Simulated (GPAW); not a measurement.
## How InP absorbs and reflects light

Aim: the dielectric function of InP, and the optical constants that follow from it. The cell comes from an older database entry, whose edges can differ from later determinations, mostly by under a per cent.

Program: GPAW 26.7.0. Level of theory: DFT, PBE, plane-wave PAW (GPAW data sets), scalar-relativistic, RPA, optical limit. Results are calculated unless marked as measured.

The database entry behind the starting cell differs from later determinations by our own check (0.1 to 0.3 % short, probably kX units), so it need not match the best structure at ambient conditions.

**1. The structure**

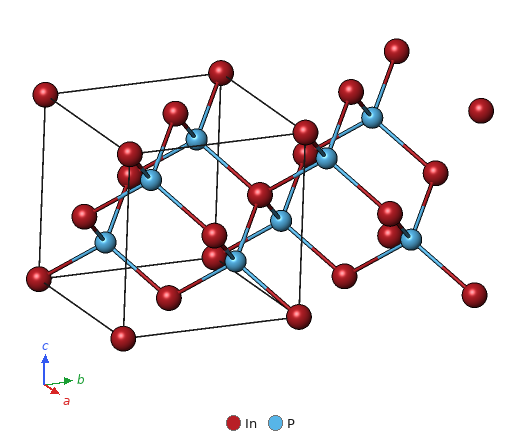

The cell as given, slightly off an axis (indium red, phosphorus blue). 1×2×1 cells are drawn. This picture shows the conventional cell, with its axes. Bonds to atoms that aren't drawn are left out. Some periodic images of atoms are drawn too.

Structure file:

```cif
data_structure
_symmetry_space_group_name_H-M 'P 1'
_symmetry_Int_Tables_number 1
_cell_length_a 4.1444
_cell_length_b 4.1444
_cell_length_c 4.1444
_cell_angle_alpha 60.000
_cell_angle_beta 60.000
_cell_angle_gamma 60.000
_cell_volume 50.33
loop_
_atom_site_label
_atom_site_type_symbol
_atom_site_fract_x
_atom_site_fract_y
_atom_site_fract_z
_atom_site_occupancy
In1 In 0.00000 0.00000 0.00000 1
P2 P 0.75000 0.75000 0.75000 1
```

**2. Ground state**

First the ground state: is it a metal or has it a gap?

This step: DFT, PBE, plane-wave PAW (GPAW data sets), scalar-relativistic, ground state (GPAW 26.7.0).

The input, gs.py:

```python
from ase import Atoms
from ase.dft.bandgap import bandgap
from gpaw import GPAW, PW, FermiDirac

atoms = Atoms(['In', 'P'],
              cell=[[0.000000000000, 2.930500000000, 2.930500000000],
                    [2.930500000000, 0.000000000000, 2.930500000000],
                    [2.930500000000, 2.930500000000, 0.000000000000]],
              scaled_positions=[[0.000000000000, 0.000000000000, 0.000000000000],
                                [0.750000000000, 0.750000000000, 0.750000000000]],
              pbc=[True, True, True])
atoms.calc = GPAW(mode=PW(500), xc='PBE', kpts={'size': (8, 8, 8), 'gamma': True},
                  occupations=FermiDirac(0.05), maxiter=150, txt='gs.txt')
print('energy (eV)', atoms.get_potential_energy())
print('Fermi level (eV)', atoms.calc.get_fermi_level())
print('valence electrons', atoms.calc.get_number_of_electrons())
print('gap (eV)', bandgap(atoms.calc, output=None)[0])
print('direct gap (eV)', bandgap(atoms.calc, direct=True, output=None)[0])
atoms.calc.write('gs.gpw')
```

Launch:

```console
OMP_NUM_THREADS=1 python gs.py
```

Numbers of over 12 decimals in the logs are rounded to 6 here.

The log of the run:

```text
__  _  _
 | _ |_)|_||  |
 |__||  | ||/\| - 26.7.0

Versions:
  Python: 3.12.14
  ASE:    3.29.0
  Numpy:  2.5.5
  Scipy:  1.18.1
  Libxc:  7.0.0

Input parameters:
  mode=PW(ecut=500.0),
  kpts=MonkhorstPack(size=(8, 8, 8), gamma=True),
  maxiter=150,
  occupations=Occupations(name='fermi-dirac', width=0.05, fixmagmom=False),
  xc=XC(name='PBE')

Diagonalizing LCAO Hamiltonian
Converting LCAO to pw mode

                     P

       In

Atoms  # Å, Bohr magnetons
|   | symbol |        x |        y |        z |    initial magnetic moments |
| 0 |     In | 0.000000 | 0.000000 | 0.000000 | ( 0.0000,  0.0000,  0.0000) |
| 1 |      P | 4.395750 | 4.395750 | 4.395750 | ( 0.0000,  0.0000,  0.0000) |

Unit cell  # Å
| periodic |        x |        y |        z |  lengths |    angles |
|      yes | 0.000000 | 2.930500 | 2.930500 | 4.144353 | 60.000000 |
|      yes | 2.930500 | 0.000000 | 2.930500 | 4.144353 | 60.000000 |
|      yes | 2.930500 | 2.930500 | 0.000000 | 4.144353 | 60.000000 |

Number of symmetries: 24
Symmetry operations  # r_c * U_cc + t_c -> r_c
|    | kind |            matrix            |
|  0 |  E   |  1, 0, 0,  0, 1, 0,  0, 0, 1 |
|  1 |  σ   |  1, 0, 0,  0, 0, 1,  0, 1, 0 |
|  2 |  σ   |  1, 0,-1,  0, 1,-1,  0, 0,-1 |
|  3 |  C3  |  1, 0,-1,  0, 0,-1,  0, 1,-1 |
|  4 |  C3  |  1,-1, 0,  0,-1, 1,  0,-1, 0 |
|  5 |  σ   |  1,-1, 0,  0,-1, 0,  0,-1, 1 |
|  6 |  σ   |  0, 1, 0,  1, 0, 0,  0, 0, 1 |
|  7 |  C3  |  0, 1, 0,  0, 0, 1,  1, 0, 0 |
|  8 |  C2  |  0, 1,-1,  1, 0,-1,  0, 0,-1 |
|  9 |  S4  |  0, 1,-1,  0, 0,-1,  1, 0,-1 |
| 10 |  C3  |  0, 0, 1,  1, 0, 0,  0, 1, 0 |
| 11 |  σ   |  0, 0, 1,  0, 1, 0,  1, 0, 0 |
| 12 |  S4  |  0, 0,-1,  1, 0,-1,  0, 1,-1 |
| 13 |  C3  |  0, 0,-1,  0, 1,-1,  1, 0,-1 |
| 14 |  S4  |  0,-1, 1,  1,-1, 0,  0,-1, 0 |
| 15 |  C2  |  0,-1, 1,  0,-1, 0,  1,-1, 0 |
| 16 |  C3  |  0,-1, 0,  1,-1, 0,  0,-1, 1 |
| 17 |  S4  |  0,-1, 0,  0,-1, 1,  1,-1, 0 |
| 18 |  S4  | -1, 1, 0, -1, 0, 1, -1, 0, 0 |
| 19 |  C3  | -1, 1, 0, -1, 0, 0, -1, 0, 1 |
| 20 |  C3  | -1, 0, 1, -1, 1, 0, -1, 0, 0 |
| 21 |  S4  | -1, 0, 1, -1, 0, 0, -1, 1, 0 |
| 22 |  σ   | -1, 0, 0, -1, 1, 0, -1, 0, 1 |
| 23 |  C2  | -1, 0, 0, -1, 0, 1, -1, 1, 0 |

BZ-sampling:
  Number of BZ points: 512
  Number of IBZ points: 29

  Monkhorst-Pack size: [8, 8, 8]
  Monkhorst-Pack shift: [0.0625, 0.0625, 0.0625]

K-points  # in reciprocal-cell coordinates
|     |                                coordinates |     weight |
|   0 | (  0.00000000,   0.00000000,   0.00000000) | 0.00195312 |
|   1 | (  0.12500000,   0.12500000,   0.00000000) | 0.01171875 |
|   2 | (  0.12500000,   0.12500000,   0.12500000) | 0.01562500 |
|   3 | (  0.25000000,   0.12500000,   0.12500000) | 0.02343750 |
|   4 | (  0.25000000,   0.25000000,   0.00000000) | 0.01171875 |
|   5 | (  0.25000000,   0.25000000,   0.12500000) | 0.04687500 |
|   6 | (  0.25000000,   0.25000000,   0.25000000) | 0.01562500 |
|   7 | (  0.37500000,   0.25000000,  -0.37500000) | 0.04687500 |
|   8 | (  0.37500000,   0.25000000,   0.12500000) | 0.04687500 |
|   9 | (  0.37500000,   0.25000000,   0.25000000) | 0.04687500 |
| ... |                                            |            |
|  28 | (  0.50000000,   0.50000000,   0.50000000) | 0.00781250 |

Plane wave coefficients: 1303
Cutoff: 500.0 eV

Spin-components: 1 (collinear spins)
Bands:           13
Projectors:      11
Spin-degeneracy: 2
Datatype:        complex128

Parallelization:
  kpt:    1
  domain: 1
  band:   1

Density:
  Valence electrons: 18.0
  Components: 1
  Grid points: [24 24 24]
  Charge: 0.0  # |e|

Potential:
  Grid points: [24 24 24]

species:
  In:
    name:    Indium
    id:
    Z:       49.0
    valence: 13
    core:    36
    charge:  0.0  # [|e|]
    compensation charges:
      type: gauss
      rc: 0.36  # [Å]
      lmax: 2
    cutoffs:
      filter: 2.09  # [Å]
      core: 2.48  # [Å]
    projectors
    | kind |    occ | energy [eV] | rcut [Å] |
    |   5s |  2.000 |      -8.203 |    1.185 |
    |   5p |  1.000 |      -2.521 |    1.244 |
    |   4d | 10.000 |     -18.629 |    1.148 |
    |    s |        |      19.008 |    1.185 |
    |    p |        |      24.691 |    1.244 |
    |    d |        |       8.583 |    1.148 |

    Using partial waves for In as LCAO basis

  P:
    name:    Phosphorus
    id:
    Z:       15.0
    valence: 5
    core:    10
    charge:  0.0  # [|e|]
    compensation charges:
      type: gauss
      rc: 0.30  # [Å]
      lmax: 2
    cutoffs:
      filter: 1.69  # [Å]
      core: 1.81  # [Å]
    projectors
    | kind |    occ | energy [eV] | rcut [Å] |
    |   3s |  2.000 |     -13.968 |    0.953 |
    |   3p |  3.000 |      -5.506 |    0.953 |
    |    s |        |      13.244 |    0.953 |
    |    p |        |      21.705 |    0.953 |
    |    d |        |       0.000 |    0.953 |

    Using partial waves for P as LCAO basis

Reference energy: -169278.333319  # eV

eigensolver:
  PPCG
  Converge bands: occupied
  niter=2

density mixing:
  MSR1-Mixer
  Pratt-step length: 0.05
  Maximum mixing coefficient: 0.75
  Old densities: 10
  SVD Regularization: 0.005
  Good broyden scale: 1.0
  Trust region scale: 1.0
  Backstep threshold: 4.0
  History deletion threshold: 6.0
  Fourier metric: weight=20.0, sigma=0.015

occupation numbers:
  Fermi-Dirac:
    width: 0.0500  # eV

poisson solver:
  ecut: 4000.0  # eV

xc functional:
  name: PBE with 2 nearest neighbor stencil

convergence criteria:
- Maximum [total energy] change in last 3 cyles: 0.0005 eV / valence electron
- Maximum integral of absolute [dens]ity change: 0.0001 electrons / valence electron
- Maximum integral of absolute [eigenst]ate change: 4e-08 eV^2 / valence electron
maximum number of iterations: 150

SCF iterations
|iter     |      energy | eigst |  dens |
|iter:   1||   -8.950907 | -0.31 |       |
|iter:   2||   -8.876584 | -2.09 | -1.11 |
|iter:   3||   -8.597394 | -1.55 | -1.16 |
|iter:   4||   -8.596083 | -2.99 | -1.71 |
|iter:   5||   -8.596214c| -3.74 | -2.22 |
|iter:   6||   -8.596285c| -4.98 | -2.92 |
|iter:   7||   -8.596292c| -6.07 | -3.48 |
|iter:   8||   -8.596291c| -7.12 | -4.21c|
|iter:   9||   -8.596291c| -7.64c| -5.18c|

Converged in 9 steps
SCF loop duration: 9.949 s (1.105 s/step)
Energy contributions relative to reference atoms: (reference = -169278.333319)

Energy contributions:
  Kinetic:          22.610997
  Coulomb:         -20.705122
  Zero:              0.151370
  External:          0.000000
  Xc:              -10.653534
  Entropy:          -0.000005
  Spinorbit:         0.000000
  ----------------------------
  Free energy:      -8.596294
  Extrapolated:     -8.596291

dipole moment: (-16.909192, -16.909192, -16.909192)  # |e|*Ang

Fermi level: 5.304
Eigenvalues  # (at kpt = [0.000, 0.000, 0.000])
| band index |      eig [eV] | occ [0-2] |
|          0 |        -9.180 |     2.000 |
|          1 |        -9.180 |     2.000 |
|          2 |        -9.180 |     2.000 |
|          3 |        -9.027 |     2.000 |
|          4 |        -9.027 |     2.000 |
|          5 |        -6.605 |     2.000 |
|          6 |         4.918 |     1.999 |
|          7 |         4.918 |     1.999 |
|          8 |         4.918 |     1.999 |
|          9 |         5.628 |     0.003 |
|         10 |         8.983 |     0.000 |
|         11 |         8.983 |     0.000 |
|         12 |         8.983 |     0.000 |

Gap: 0.710 eV
Transition (v -> c):
  (s=0, k=0, n=8, [0.00, 0.00, 0.00]) -> (s=0, k=0, n=9, [0.00, 0.00, 0.00])
No difference between direct/indirect transitions

--- standard output ---
energy (eV) -8.596291
Fermi level (eV) 5.304099
valence electrons 18.0
gap (eV) 0.710057
direct gap (eV) 0.710057
```

The job ended after 12 s (1 thread of Arm Neoverse V1, shared host; peak memory 0.15 GiB).

This step gave:

```
energy                 : -8.596 eV
Fermi energy           : 5.304 eV
gap on the k-mesh      : 0.7101 eV
direct gap on the mesh : 0.7101 eV
electrons              : 18
```

There is a gap, 0.71 eV on this mesh (points off the mesh can give less), so no carriers' term is needed.

**3. Bands for the response**

At the fixed density, many empty bands are solved on the mesh of the response, since the spectrum sums over them.

This step: DFT, PBE, plane-wave PAW (GPAW data sets), scalar-relativistic, bands at fixed density (GPAW 26.7.0).

The input, nscf.py:

```python
from ase.dft.bandgap import bandgap
from gpaw import GPAW, FermiDirac

calc = GPAW('gs.gpw').fixed_density(kpts={'size': (14, 14, 14), 'gamma': True}, nbands=58, convergence={'bands': 52},
                                    occupations=FermiDirac(0.001), txt='nscf.txt')
print('gap (eV)', bandgap(calc, output=None)[0])
print('direct gap (eV)', bandgap(calc, direct=True, output=None)[0])
print('top band over the Fermi level (eV)', min(calc.get_eigenvalues(kpt=k)[51] for k in range(len(calc.get_ibz_k_points()))) - calc.get_fermi_level())
calc.write('full.gpw', mode='all')
```

Launch:

```console
OMP_NUM_THREADS=1 python nscf.py
```

The log of the run:

```text
Diagonalizing LCAO Hamiltonian
Converting LCAO to pw mode
convergence criteria:
- Maximum integral of absolute [eigenst]ate change: 4e-08 eV^2 / valence electron
maximum number of iterations: 150

SCF iterations
|iter     |      energy | eigst |  dens |
|iter:   1||             | +3.93 |       |
|iter:   2||             | +2.67 |       |
|iter:   3||             | +1.56 |       |
|iter:   4||             | +0.29 |       |
|iter:   5||             | -0.70 |       |
|iter:   6||             | -1.74 |       |
|iter:   7||             | -2.52 |       |
|iter:   8||             | -3.51 |       |
|iter:   9||             | -4.28 |       |
|iter:  10||             | -5.25 |       |
|iter:  11||             | -6.02 |       |
|iter:  12||             | -6.78 |       |
|iter:  13||             | -7.28 |       |
|iter:  14||             | -7.65c|       |
SCF steps: 14
  __  _  _
 | _ |_)|_||  |
 |__||  | ||/\| - 26.7.0

Versions:
  Python: 3.12.14
  ASE:    3.29.0
  Numpy:  2.5.5
  Scipy:  1.18.1
  Libxc:  7.0.0

Input parameters:
  mode=PW(ecut=500.0),
  convergence={'bands': 52},
  gpts=array([24, 24, 24]),
  kpts=MonkhorstPack(size=(14, 14, 14), gamma=True),
  maxiter=150,
  nbands=58,
  occupations=Occupations(name='fermi-dirac', width=0.001, fixmagmom=False),
  parallel={},
  xc=XC(name='PBE')

--- standard output ---
gap (eV) 0.710057
direct gap (eV) 0.710057
top band over the Fermi level (eV) 40.530708
```

Run time: 3.8 min. Hardware: 1 thread; peak memory 0.3 GiB.

**4. Dielectric function, RPA**

Local fields let the induced charge screen the field inside the cell, which as a rule lowers ε, most along directions where the density is uneven.

This step: DFT, PBE, plane-wave PAW (GPAW data sets), scalar-relativistic, RPA, optical limit (GPAW 26.7.0).

The input, df.py:

```python
from gpaw.response.df import DielectricFunction

df = DielectricFunction('full.gpw', frequencies={'type': 'nonlinear', 'domega0': 0.03, 'omega2': 8},
                        ecut=60,
                        eta=0.2,
                        nbands=52,
                        txt='df.txt')
for direction in ['x']:
    df.get_dielectric_function(xc='RPA', direction=direction, filename=f'df_{direction}.csv')
```

Launch:

```console
OMP_NUM_THREADS=1 python df.py
```

The log of the run:

```text
Using integrator: PointIntegrator
NonLinearFrequencyDescriptor(from 0.000 to 61.537 eV, 491 points)
Nonperiodic BCs:  [False False False]
Using integrator: PointIntegrator
NonLinearFrequencyDescriptor(from 0.000 to 61.537 eV, 491 points)
Nonperiodic BCs:  [False False False]

Calculating chi0 body with:
    Ground state adapter containing:
    Number of spins: 1
    Number of kpoints: 2744
    Number of irreducible kpoints: 104
    Number of completely occupied states: 9
    Number of partially occupied states: 9

    Linear response parametrization:
    q_c: [0.0, 0.0, 0.0]
    Number of frequency points: 491
    Planewave cutoff: 60.0
    Number of bands: 52
    Number of planewaves: 59
    Broadening (eta): 0.2

Integrating chi0 body.

Symmetries of q_c:
    Direct symmetries (Uq -> q): 24
    Indirect symmetries (TUq -> q): 24
In total 48 allowed symmetries.

104 groups of equivalent kpoints. 96.209913% reduction.

Integral kind: spectral function

Calculating chi0 optical extensions with:
    Ground state adapter containing:
    Number of spins: 1
    Number of kpoints: 2744
    Number of irreducible kpoints: 104
    Number of completely occupied states: 9
    Number of partially occupied states: 9

    Linear response parametrization:
    Number of frequency points: 491
    Planewave cutoff: 60.0
    Number of bands: 52
    Number of planewaves: 59
    Broadening (eta): 0.2
Integrating chi0 head and wings.

Symmetries of q_c:
    Direct symmetries (Uq -> q): 24
    Indirect symmetries (TUq -> q): 24
In total 48 allowed symmetries.

104 groups of equivalent kpoints. 96.209913% reduction.

Integral kind: spectral function wings
```

Run time: 29 s. Hardware: 1 thread; peak memory 0.31 GiB.

This step gave:

| Quantity | Value |
| --- | --- |
| electronic dielectric constant ε∞, mean over x, y and z (by symmetry where fewer were run) | 10.59 |
| centre of weight of the strongest loss peak in the window | 14.46 eV |

Sum at mesh points, not converged in k; values under the direct gap are tails of Lorentzian lines. Im ε, E ∥ x against photon energy; read off at these points:

| photon energy (eV) | Im ε, E ∥ x |
| --- | --- |
| 0.0 | 0 |
| 2.0 | 3.71 |
| 4.0 | 11.5 |
| 4.3 | 16.1 |
| 6.0 | 7.46 |
| 8.0 | 2.58 |
| 10.0 | 1.43 |
| 12.0 | 0.622 |
| 14.0 | 0.387 |
| 16.0 | 0.341 |
| 18.0 | 0.328 |
| 20.0 | 0.291 |
| 22.0 | 0.200 |
| 24.0 | 0.168 |
| 26.0 | 0.184 |
| 28.0 | 0.132 |
| 30.0 | 0.133 |
| 32.0 | 0.0998 |
| 34.0 | 0.0877 |
| 36.0 | 0.0775 |

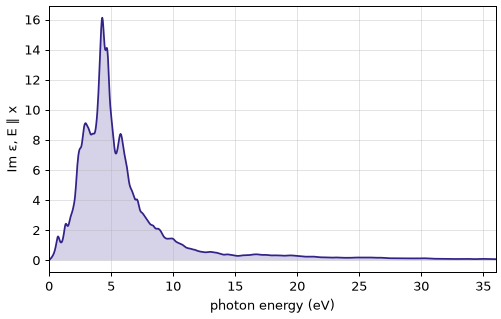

Im ε, E ∥ x against photon energy.

Sum at mesh points, not converged in k. Reflectivity at normal incidence, E ∥ x against photon energy; read off at these points:

| photon energy (eV) | reflectivity at normal incidence, E ∥ x (%) |
| --- | --- |
| 0.00 | 28.1 |
| 2.50 | 34.5 |
| 5.00 | 48.2 |
| 6.39 | 50.0 |
| 7.50 | 46.5 |
| 9.22 | 47.0 |
| 10.00 | 41.3 |
| 10.95 | 44.8 |
| 12.50 | 34.5 |
| 15.00 | 15.7 |
| 17.50 | 6.27 |
| 20.00 | 4.29 |
| 22.50 | 2.21 |
| 25.00 | 1.29 |
| 27.50 | 1.01 |
| 30.00 | 0.663 |
| 32.50 | 0.469 |
| 35.00 | 0.346 |

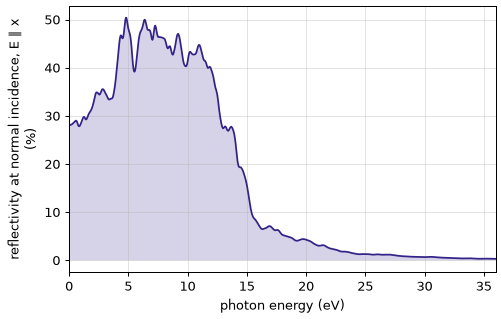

Reflectivity at normal incidence, E ∥ x, plotted against photon energy.

Sum at mesh points, not converged in k; values under the direct gap are tails of Lorentzian lines. The loss function −Im 1/ε at q → 0, E ∥ x by energy loss; read off at these points:

| energy loss (eV) | loss function −Im 1/ε at q → 0, E ∥ x |
| --- | --- |
| 0.0 | 0 |
| 2.0 | 0.0227 |
| 4.0 | 0.0514 |
| 6.0 | 0.117 |
| 8.0 | 0.239 |
| 10.0 | 0.430 |
| 12.0 | 0.988 |
| 14.0 | 2.55 |
| 14.9 | 2.72 |
| 16.0 | 1.49 |
| 18.0 | 1.17 |
| 20.0 | 0.982 |
| 22.0 | 0.579 |
| 24.0 | 0.381 |
| 26.0 | 0.375 |
| 28.0 | 0.255 |
| 30.0 | 0.231 |
| 32.0 | 0.167 |
| 34.0 | 0.138 |
| 36.0 | 0.116 |

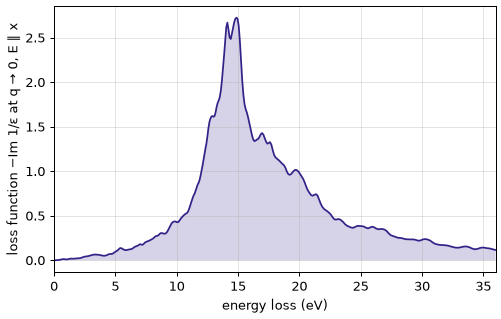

Loss function −Im 1/ε at q → 0, E ∥ x against energy loss.

Sum at mesh points, not converged in k; values under the direct gap are tails of Lorentzian lines. Table of Im ε, E ∥ x by photon energy; read off at these points:

| photon energy (eV) | without local fields | with local fields |
| --- | --- | --- |
| 0.0 | 0 | 0 |
| 2.0 | 4.03 | 3.71 |
| 4.0 | 15.3 | 11.5 |
| 4.2 | 19.8 | 15.4 |
| 4.3 | 19.8 | 16.1 |
| 5.7 | 10.4 | 8.28 |
| 6.0 | 8.13 | 7.46 |
| 8.0 | 2.54 | 2.58 |
| 10.0 | 1.25 | 1.43 |
| 12.0 | 0.556 | 0.622 |
| 14.0 | 0.274 | 0.387 |
| 16.0 | 0.258 | 0.341 |
| 18.0 | 0.257 | 0.328 |
| 20.0 | 0.246 | 0.291 |
| 22.0 | 0.157 | 0.200 |
| 24.0 | 0.137 | 0.168 |
| 26.0 | 0.177 | 0.184 |
| 28.0 | 0.132 | 0.132 |
| 30.0 | 0.132 | 0.133 |
| 32.0 | 0.102 | 0.0998 |
| 34.0 | 0.0943 | 0.0877 |
| 36.0 | 0.0853 | 0.0775 |

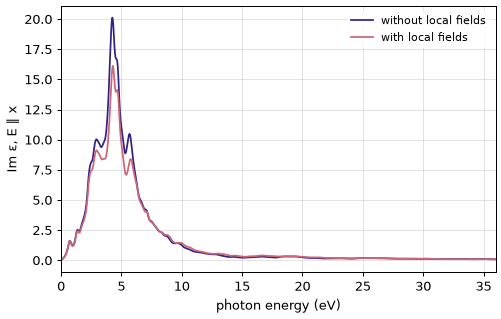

Im ε, E ∥ x, plotted against photon energy.

At chosen wavelengths:

| wavelength (nm) | n | k | R (%) | 1/α |
| --- | --- | --- | --- | --- |
| 633 | 3.51 | 0.504 | 31.8 | 100 nm |
| 532 | 3.63 | 0.931 | 34.9 | 45 nm |
| 450 | 3.47 | 1.224 | 35.4 | 29 nm |
| 405 | 3.21 | 1.395 | 34.7 | 23 nm |
| 308 | 3.52 | 1.701 | 39.7 | 14 nm |
| 248 | 1.92 | 2.512 | 48.2 | 7.9 nm |
| 193 | 1.22 | 2.188 | 49.8 | 7.0 nm |

Below the direct gap, k and the depth come from the tails of the Lorentzian lines, not from transitions.

Rows near the edge hang on the gap, which this functional as a rule makes too small, and phonon-assisted absorption is left out.

**5. What came out**

```yaml
electronic_dielectric_constant_eps_infinity_mean_over_x_y_and_z_by_symmetry_where_fewer_were_run_rpa: 10.6
centre_of_weight_of_the_strongest_loss_peak_in_the_window_first_axis: 14.5 eV
```

What this shows: At this level (PBE, RPA) InP has ε∞ = 10.6 and n = 3.22 at 1550 nm. On the mesh the gap is 0.71 eV and the least direct gap 0.71 eV. Local fields change the static value along x from 11.70 to 10.59 (-9 %). Excitons and phonon-assisted transitions are missing; PBE gaps are as a rule too small, which pulls the onset down and ε∞ up. Spin-orbit coupling is left out although heavy atoms are present. The sum runs over mesh points 0.13 Å⁻¹ apart with no interpolation, so peaks are partly noise of the mesh; over so small a direct gap single mesh points weigh heavily, so ε∞, n and their changes from run to run can be far off.

[Machine, clock and banner lines and Python warnings are left out of the logs.]

[Logs are printed without paths, hosts, clocks, repeated set-up lines and the standing remarks that a program may print on its own settings, such as how far it seeks lower states.]

[Hosts, paths, dates, database ids (printed as entryN), source tags and the programs' standing remarks are cut or masked in the printed files.]
